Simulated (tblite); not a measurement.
Geometry relaxation of CH₄Cl₂F₂Ga₂ (part 2 of 2)

CH₄Cl₂F₂Ga₂; GFN2-xTB geometry optimisation, gas phase (tblite 0.8.0). It belongs to a series of runs on one base structure; here: H on Ga replaced by CH3.

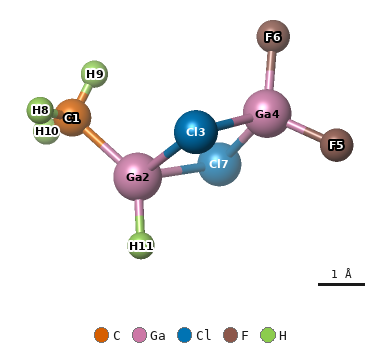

*The geometry at step 77 of the log (ball-and-stick view, seen at a tilt; atoms are numbered from 1 in the order of the input).*

## Trajectory as extended XYZ, continued
```
11
Properties=species:S:1:pos:R:3:forces:R:3 step=58 energy=-691.73201
C    -2.0934    0.0226   -0.3224   -0.0120  -0.0030  -0.0160
Ga   -0.4962   -0.9491    0.4208   -0.0020  -0.0090   0.0010
Cl    0.8096    0.6335    1.5207    0.0190   0.0100  -0.0270
Ga    2.1839    0.6133   -0.2351   -0.0280   0.0140   0.0120
F     3.8141    0.2969    0.3005    0.0030  -0.0050  -0.0170
F     2.0463    2.0294   -1.2520    0.0170   0.0000   0.0220
Cl    1.1489   -1.0810   -1.2356   -0.0120   0.0010   0.0140
H    -2.7253    0.4329    0.4712    0.0100  -0.0050  -0.0100
H    -1.7237    0.8579   -0.9292    0.0060   0.0130   0.0110
H    -2.7227   -0.6028   -0.9602    0.0010  -0.0130   0.0040
H    -0.2360   -2.2510    1.2352   -0.0020  -0.0010   0.0060
11
Properties=species:S:1:pos:R:3:forces:R:3 step=63 energy=-691.73309
C    -2.1033    0.0144   -0.3213    0.0130   0.0030   0.0050
Ga   -0.4993   -0.9484    0.4182   -0.0020   0.0160   0.0110
Cl    0.7987    0.6595    1.5029    0.0040  -0.0080  -0.0020
Ga    2.1875    0.6132   -0.2328    0.0190   0.0070   0.0100
F     3.8185    0.2809    0.2932   -0.0150  -0.0170  -0.0120
F     2.1028    2.0351   -1.2425   -0.0030   0.0200  -0.0010
Cl    1.1338   -1.0658   -1.2408    0.0100  -0.0100  -0.0020
H    -2.7390    0.4089    0.4767   -0.0170  -0.0120  -0.0130
H    -1.7424    0.8630   -0.9155    0.0010  -0.0130   0.0000
H    -2.7212   -0.6152   -0.9659   -0.0130   0.0100   0.0000
H    -0.2308   -2.2430    1.2418    0.0030   0.0030   0.0050
11
Properties=species:S:1:pos:R:3:forces:R:3 step=68 energy=-691.73353
C    -2.1078    0.0090   -0.3182   -0.0190  -0.0050  -0.0030
Ga   -0.4980   -0.9429    0.4199   -0.0010  -0.0060  -0.0060
Cl    0.7943    0.6735    1.4921    0.0070   0.0000   0.0110
Ga    2.1936    0.6200   -0.2341   -0.0200  -0.0080  -0.0220
F     3.8149    0.2592    0.2943    0.0170  -0.0150  -0.0020
F     2.1307    2.0450   -1.2426   -0.0060   0.0060   0.0100
Cl    1.1319   -1.0588   -1.2442    0.0140   0.0110   0.0130
H    -2.7521    0.3913    0.4785   -0.0040   0.0110   0.0030
H    -1.7526    0.8630   -0.9074    0.0000   0.0030   0.0020
H    -2.7224   -0.6189   -0.9676    0.0050  -0.0100  -0.0110
H    -0.2270   -2.2377    1.2432    0.0070   0.0120   0.0050
11
Properties=species:S:1:pos:R:3:forces:R:3 step=73 energy=-691.73418
C    -2.1166    0.0037   -0.3204    0.0110   0.0000   0.0010
Ga   -0.5022   -0.9387    0.4233    0.0050   0.0050  -0.0020
Cl    0.7974    0.6772    1.4915    0.0000   0.0050   0.0000
Ga    2.1955    0.6214   -0.2381    0.0160   0.0030   0.0170
F     3.8199    0.2399    0.2702    0.0030  -0.0090  -0.0010
F     2.1470    2.0618   -1.2234   -0.0140   0.0120   0.0000
Cl    1.1362   -1.0557   -1.2371   -0.0220  -0.0170  -0.0090
H    -2.7680    0.3820    0.4723   -0.0010   0.0060   0.0020
H    -1.7563    0.8602   -0.9027   -0.0150   0.0110  -0.0080
H    -2.7228   -0.6244   -0.9774    0.0110  -0.0090  -0.0080
H    -0.2247   -2.2248    1.2557    0.0050  -0.0060   0.0070
11
Properties=species:S:1:pos:R:3:forces:R:3 step=77 energy=-691.73464
C    -2.1099    0.0039   -0.3261   -0.0160   0.0160  -0.0030
Ga   -0.5018   -0.9382    0.4299    0.0040  -0.0060  -0.0010
Cl    0.8069    0.6692    1.5023   -0.0040   0.0000  -0.0050
Ga    2.1946    0.6229   -0.2360   -0.0060   0.0060  -0.0110
F     3.8275    0.2364    0.2394    0.0030  -0.0070   0.0000
F     2.1166    2.0778   -1.2028   -0.0080  -0.0180   0.0150
Cl    1.1373   -1.0670   -1.2271   -0.0060   0.0070   0.0030
H    -2.7631    0.3913    0.4612   -0.0040  -0.0140  -0.0020
H    -1.7474    0.8578   -0.9108   -0.0020   0.0060  -0.0180
H    -2.7155   -0.6263   -0.9833    0.0260   0.0080   0.0170
H    -0.2398   -2.2251    1.2673    0.0110   0.0010   0.0040
11
Properties=species:S:1:pos:R:3:forces:R:3 step=82 energy=-691.73500
C    -2.1134    0.0053   -0.3270    0.0090  -0.0060  -0.0020
Ga   -0.5025   -0.9337    0.4314   -0.0010   0.0130   0.0080
Cl    0.8094    0.6745    1.5003   -0.0030   0.0030  -0.0010
Ga    2.1983    0.6229   -0.2364    0.0050  -0.0130   0.0060
F     3.8324    0.2197    0.2248   -0.0100  -0.0030  -0.0030
F     2.1256    2.0863   -1.1874   -0.0080  -0.0050   0.0010
Cl    1.1338   -1.0653   -1.2245    0.0020   0.0090  -0.0070
H    -2.7769    0.3810    0.4570    0.0020   0.0010  -0.0010
H    -1.7601    0.8618   -0.9134    0.0060   0.0070   0.0080
H    -2.7054   -0.6338   -0.9866   -0.0050  -0.0110  -0.0040
H    -0.2358   -2.2160    1.2758    0.0020   0.0060  -0.0040
11
Properties=species:S:1:pos:R:3:forces:R:3 step=87 energy=-691.73522
C    -2.1107    0.0044   -0.3290   -0.0080   0.0010   0.0020
Ga   -0.5019   -0.9304    0.4366    0.0060   0.0030  -0.0060
Cl    0.8061    0.6803    1.4986    0.0070   0.0070   0.0080
Ga    2.1985    0.6200   -0.2361   -0.0080   0.0050   0.0010
F     3.8314    0.2069    0.2170    0.0010  -0.0010   0.0020
F     2.1167    2.0893   -1.1783    0.0000  -0.0070   0.0040
Cl    1.1308   -1.0604   -1.2264   -0.0060  -0.0070  -0.0070
H    -2.7774    0.3780    0.4534    0.0020   0.0020  -0.0050
H    -1.7571    0.8635   -0.9126   -0.0030  -0.0150   0.0090
H    -2.7003   -0.6367   -0.9895    0.0090   0.0050  -0.0040
H    -0.2307   -2.2123    1.2802    0.0010   0.0070  -0.0040
11
Properties=species:S:1:pos:R:3:forces:R:3 step=92 energy=-691.73537
C    -2.1172    0.0010   -0.3266    0.0020  -0.0010   0.0020
Ga   -0.4992   -0.9200    0.4359    0.0030  -0.0020  -0.0030
Cl    0.8070    0.6943    1.4949    0.0030   0.0010   0.0020
Ga    2.2022    0.6179   -0.2364   -0.0020  -0.0020   0.0020
F     3.8295    0.1885    0.2228   -0.0010   0.0010   0.0000
F     2.1361    2.0883   -1.1769    0.0000   0.0000  -0.0010
Cl    1.1257   -1.0529   -1.2341   -0.0040   0.0020  -0.0010
H    -2.7910    0.3637    0.4544   -0.0070  -0.0050   0.0020
H    -1.7729    0.8668   -0.9046    0.0080   0.0030  -0.0040
H    -2.6949   -0.6442   -0.9934   -0.0010   0.0020   0.0000
H    -0.2197   -2.2006    1.2780   -0.0020   0.0030   0.0020
```

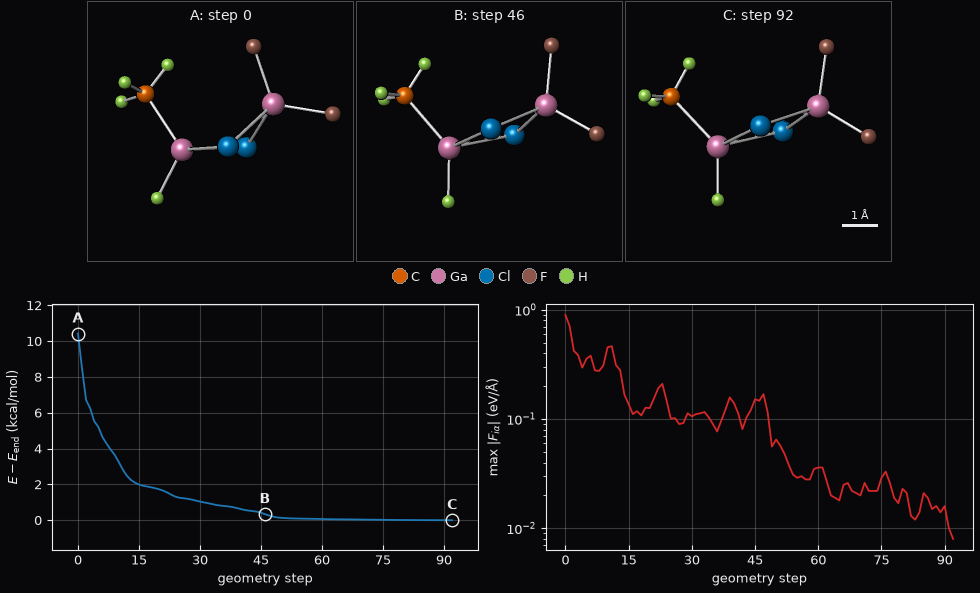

*Frames of the relaxation (ball-and-stick view, seen at a tilt) above the curves, on which the letters mark them (steps are counted from 0).*

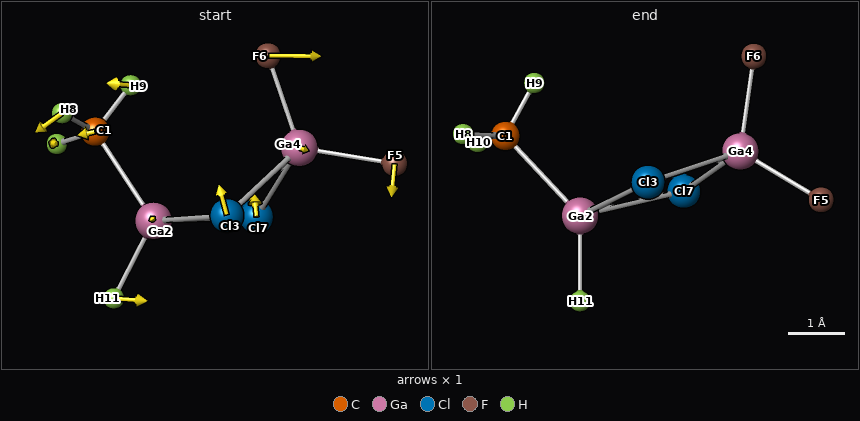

*Before (left) and after (right) the relaxation, at one scale (ball-and-stick view, seen at a tilt). The yellow arrows give the displacements, at true length.*

After 92 geometry steps the energy has fallen by 10.4 kcal/mol. The largest force component goes from 0.9 to 0.008 eV/Å. The largest move after the best rigid fit is that of F6, 1.02 Å. Largest moves by element: F 1.02 Å, H 0.70 Å, Cl 0.63 Å, C 0.37 Å, Ga 0.21 Å. Distances before and after: Ga2–Cl3 2.224 → 2.331 Å, C1–Ga2 1.967 → 2.012 Å, Ga2–H11 1.598 → 1.558 Å, C1–H8 1.128 → 1.093 Å. Among the angles that change: C1–Ga2–H11 117.2° → 136.5°, Cl3–Ga2–H11 115.0° → 102.9°, Cl3–Ga4–Cl7 85.4° → 94.1°. (Atoms are counted from 1 in the order of the input.)

This output came from the following input.

## Input
```
{"job": {"kind": "relax", "xc": "GFN2-xTB", "basis": "xTB"}, "charge": 0, "multiplicity": 1}
C     -1.773200     0.124200    -0.386400
Ga    -0.410700    -0.961700     0.526400
Cl     1.065000     0.176300     1.741000
Ga     1.993600     0.666600    -0.220000
F      3.762400     0.710000    -0.206300
F      1.135200     2.013600    -0.978100
Cl     1.282300    -1.336400    -0.853800
H     -2.326600     0.814500     0.313300
H     -1.330500     0.718500    -1.222400
H     -2.504100    -0.577200    -0.867600
H     -0.887900    -2.345800     1.167700
```

The first line tells a small driver script what to run in tblite; the rest is the geometry in Å.

Launch command:
```bash
OMP_NUM_THREADS=1 python <driver script> task.json out
```

## Key numbers

- outcome: converged
- total energy: −691.7354 eV
- hardware: 1 CPU thread, shared host
- wall time: 1.2 s
- peak memory: 0.18 GiB
